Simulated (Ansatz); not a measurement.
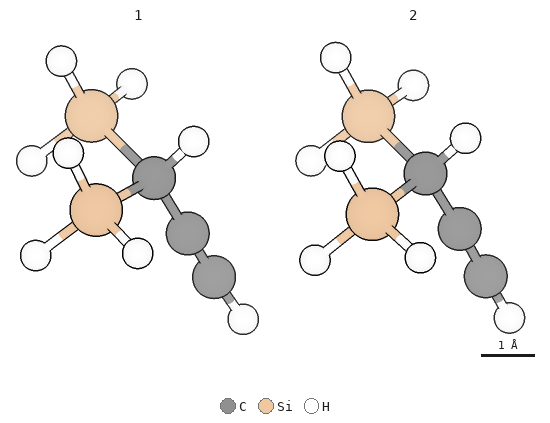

Two geometries of C3H8Si2, drawn at one scale. One is the start of a relaxation, the other its converged end. Style: ball-and-stick. Shown from a free direction.

Computed with Ansatz 0.2.0, RKS PBE0/cc-pVDZ. (no spin polarisation; force threshold 0.015 eV/Å; at most 40 steps)

Q: Which geometry has the lower energy?

A: Structure 2 is the relaxed one. The run prepares an end point of a later path (torsion) calculation, from a guessed geometry. The largest moves after the best rigid fit, 0.17 Å, are those of H atoms. By element the largest moves are H 0.17 Å, C 0.11 Å, Si 0.11 Å. Some distances before and after: H–Si 1.415 → 1.500 Å, C–C 1.139 → 1.214 Å, C–H 1.137 → 1.072 Å, H–Si 1.448 → 1.497 Å. Among the angles between lasting bonds that change: Si–C–Si 103.3° → 112.5°, C–C–Si 115.3° → 109.9°, C–C–Si 114.4° → 109.9°. The energy falls by 16.7 kcal/mol in 7 geometry steps. Largest force component: 10 eV/Å at the start, 0.0072 eV/Å at the end. The run took 22 s on 2 threads of Intel(R) Xeon(R) Platinum 8559C (Emerald Rapids) (shared host), peak memory 0.3 GiB.
